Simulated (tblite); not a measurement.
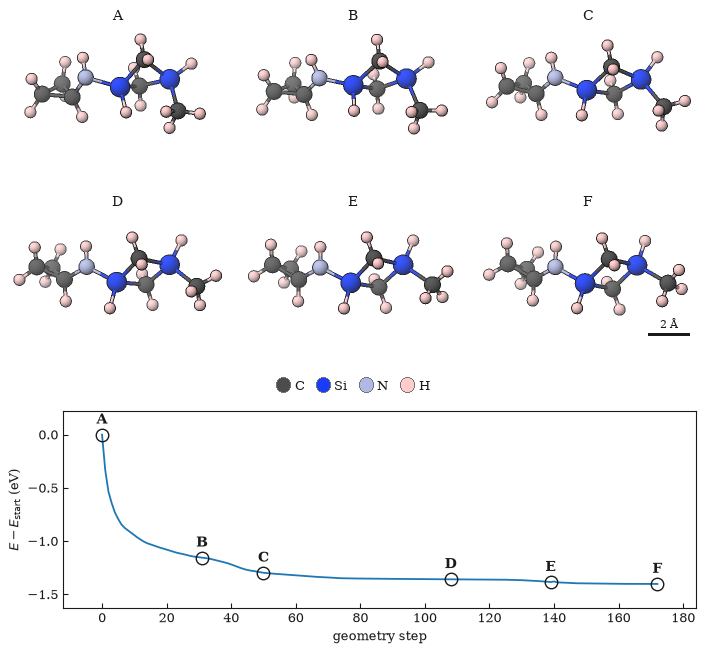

Frames of a relaxation of C₆H₁₅NSi₂, marked on the history of the run. The picture is a ball-and-stick view, seen at a tilt.

All numbers below come from GFN2-xTB geometry optimisation, gas phase in tblite 0.8.0. 

Describe the path.

Answer. Over 172 geometry steps the energy falls by 1.402 eV. The largest move after the best rigid fit is that of an H atom, 2.44 Å. By element the largest moves are H 2.44 Å, C 1.21 Å, Si 0.57 Å, N 0.35 Å. Among the contacts that change: C–Si 1.865 → 1.923 Å, C–N 1.471 → 1.420 Å, C–Si 1.848 → 1.895 Å, C–H 1.132 → 1.086 Å. Bond angles that change, for instance: Si–N–C 106.7° → 123.7°, H–C–H 117.2° → 106.5°, H–C–H 117.1° → 106.4°. Groups turn about C–Si by about 50°, C–Si by about 40°, C–Si by about 35°. From step 0 to 31: an H atom moves most (0.51 Å), energy −1.155 eV. From step 31 to 50: H atoms move most (0.64 Å), energy −0.142 eV. From step 50 to 108: an H atom moves most (0.54 Å), energy −0.060 eV. From step 108 to 139: an H atom moves most (0.68 Å), energy −0.027 eV. From step 139 to 172: an H atom moves most (0.45 Å), energy −0.018 eV.

```
step  E − E(0), eV
   0        0.0000
   1       -0.3359
   2       -0.5377
   3       -0.6444
   4       -0.7322
   5       -0.7923
   6       -0.8431
   7       -0.8756
   8       -0.8988
   9       -0.9214
  10       -0.9451
  19       -1.0714
  27       -1.1365
  36       -1.1851
  44       -1.2630
  53       -1.3056
  61       -1.3234
  70       -1.3413
  78       -1.3508
  87       -1.3535
  95       -1.3557
 104       -1.3568
 112       -1.3584
 121       -1.3612
 129       -1.3660
 138       -1.3822
 146       -1.3943
 155       -1.3998
 163       -1.4015
 172       -1.4022
```
